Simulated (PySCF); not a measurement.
# C2H7Ga, SMILES `C[GaH]C`: electronic structure

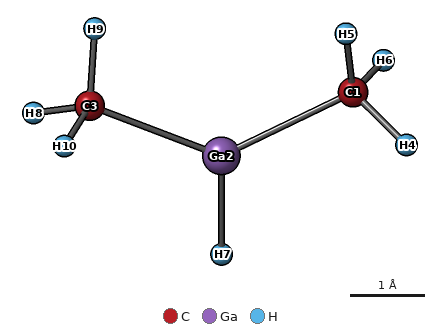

The molecule, with its atoms numbered as below. No frequency check shows the geometry to be a minimum.

Cartesian coordinates (Å):

```
C1      -1.8108    0.6007   -0.0012
Ga2     -0.0000   -0.3220    0.0004
C3       1.8114    0.6000    0.0009
H4      -2.4724    0.1921   -0.7704
H5      -1.6954    1.6735   -0.1861
H6      -2.3208    0.4814    0.9593
H7      -0.0021   -1.9176   -0.0044
H8       2.5211    0.1026    0.6682
H9       1.7122    1.6418    0.3219
H10      2.2549    0.6033   -0.9992
```

## 1. Bonding charge

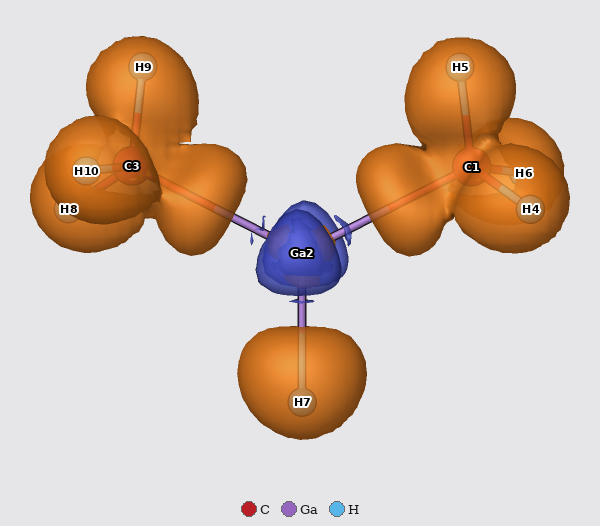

Deformation density (molecule less spherical, spin-averaged free atoms at the same positions), surfaces at ±0.08 e/Å³; orange: gain, blue: loss.

Method: PBE0/def2-TZVP; geometry: GFN2-xTB; program: PySCF.

> Describe the bonding that the map shows.

C1–H5: +0.67 e/Å³ at the bond critical point (bond length 1.09 Å, Mayer order 0.9). C3–H9: +0.67 e/Å³ at the bond critical point (bond length 1.09 Å, Mayer order 0.9). C3–H8: +0.67 e/Å³ at the bond critical point (bond length 1.09 Å, Mayer order 1.0). C1–H4: +0.66 e/Å³ at the bond critical point (bond length 1.09 Å, Mayer order 1.0). C1–H6: +0.66 e/Å³ at the bond critical point (bond length 1.09 Å, Mayer order 0.9). C3–H10: +0.66 e/Å³ at the bond critical point (bond length 1.09 Å, Mayer order 0.9). Ga2–H7: +0.21 e/Å³ at the bond critical point (bond length 1.60 Å, Mayer order 0.9). C1–Ga2: +0.17 e/Å³ at the bond critical point (bond length 2.03 Å, Mayer order 0.9). Ga2–C3: +0.17 e/Å³ at the bond critical point (bond length 2.03 Å, Mayer order 0.9). In all, 2.2 electrons gather in the regions of gain relative to the promolecule.

> Where do the Hirshfeld charges lie?

The highest Hirshfeld charge is on Ga2 (+0.47 e), the lowest on C1 (−0.25 e).

```tsv
atom	charge (e)
C1	−0.25
Ga2	+0.47
C3	−0.25
H4	+0.03
H5	+0.03
H6	+0.03
H7	−0.15
H8	+0.03
H9	+0.03
H10	+0.03
```

## 2. Bond critical points

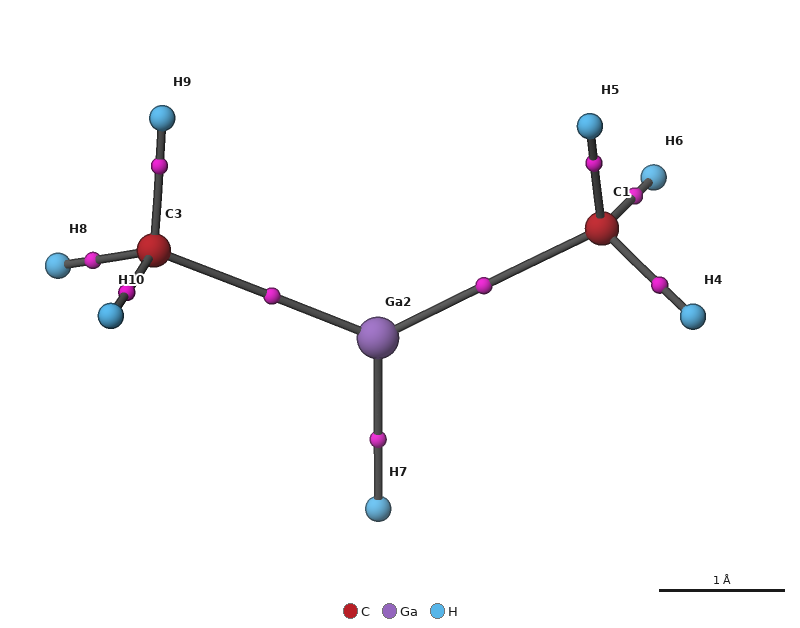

Molecular graph of the electron density (QTAIM): bond paths, bond critical points (magenta), ring points (cyan, if any); weak paths are dashed.

> How many critical points of each kind are there, and does the count close?

10 nuclei, 9 bond, 0 ring and 0 cage critical points: 10 − 9 + 0 − 0 = 1, as the Poincaré–Hopf relation requires.

> Give the properties at the bond critical points.

| bond | length (Å) | ρ (a.u.) | ∇²ρ (a.u.) | ε | H (a.u.) |
| --- | --- | --- | --- | --- | --- |
| C1–H5 | 1.095 | 0.270 | −0.89 | 0.02 | −0.269 |
| C3–H9 | 1.095 | 0.270 | −0.89 | 0.02 | −0.269 |
| C3–H8 | 1.094 | 0.270 | −0.89 | 0.02 | −0.269 |
| C1–H4 | 1.094 | 0.270 | −0.89 | 0.02 | −0.268 |
| C1–H6 | 1.094 | 0.269 | −0.88 | 0.02 | −0.267 |
| C3–H10 | 1.094 | 0.269 | −0.88 | 0.02 | −0.267 |
| Ga2–H7 | 1.596 | 0.109 | +0.14 | 0.03 | −0.048 |
| C1–Ga2 | 2.032 | 0.103 | +0.15 | 0.02 | −0.037 |
| Ga2–C3 | 2.033 | 0.103 | +0.15 | 0.02 | −0.037 |

> What kind of interaction is C1–Ga2?

Polar or intermediate (positive Laplacian, negative energy density H): ρ = 0.103, ∇²ρ = +0.15, H = −0.037 a.u.

## 3. Local ionisation energy

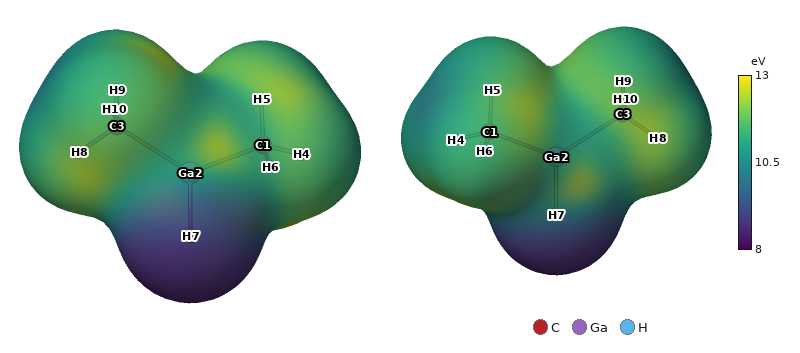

Average local ionisation energy on the surface of electron density 0.001 a.u. (back view left, front view right).

> Where are the most loosely bound electrons on this surface?

The lowest value is 8.4 eV, 1.6 Å from H7. Further minima include 10.2 eV, near H5 (1.81 Å), H4 (1.90 Å) and C1 (2.02 Å), and at like points elsewhere; 10.9 eV, near H5 (2.07 Å) and Ga2 (2.14 Å), over C1 (2.3 Å), and at like points elsewhere. For comparison, the highest occupied orbital lies at −7.7 eV.

> What volume does the surface enclose, and what is the dipole moment?

About 107 Å³; the dipole moment is 0.7 D.

## 4. In an electric field

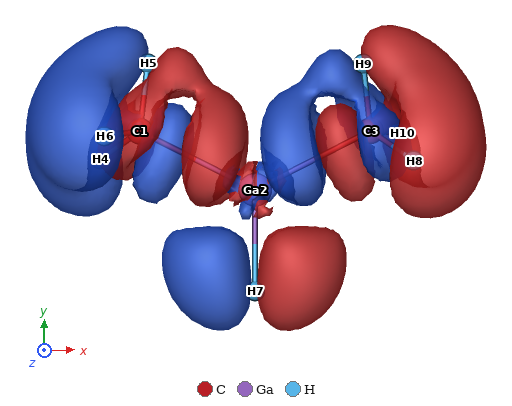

Change of the electron density in a uniform field of 0.21 V/Å, surfaces at ±0.001 e/Å³ (blue: gain, red: loss).

PySCF calculation, PBE0/def2-TZVP, gas phase; geometry: GFN2-xTB. A basis without diffuse functions makes polarisabilities too small.

> Along which Cartesian direction does the field point?

Along +x: electrons gather on the −x side, against the field.

> How large is the response?

The induced dipole is 0.70 D (along the field); α along this axis, from the fields in both directions, is 69 bohr³ (10.2 Å³).

> Which atoms gain and lose the most charge?

Electrons gather most on H4 (Hirshfeld charge changes by −0.008 e) and leave H8 most (+0.008 e); 0.055 electrons are displaced in all.

The PySCF runs shown took 18 s and 42 s on 1 thread of Arm Neoverse V1 (shared host).
